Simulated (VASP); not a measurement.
Band structure of ZnS (space group P6_3mc). Method: modified Becke-Johnson potential (mBJ), VASP's PBE PAW potentials (set 64) (plane waves; VASP).

mBJ is a potential without an energy functional, so only the levels count.

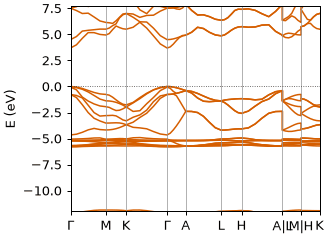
Bands along high-symmetry lines, zero at the valence-band maximum or, without a gap, the Fermi level

Q: Read the plot: is there a gap, and where are the band edges?

A: The gap is direct, 3.69 eV, from the valence maximum at Γ to the conduction minimum at Γ.

The structure comes from a computed database's ZnS entry (P6_3mc); how it stands against other phases isn't given here. It was relaxed first. The cell's shape comes from a PBE relaxation.
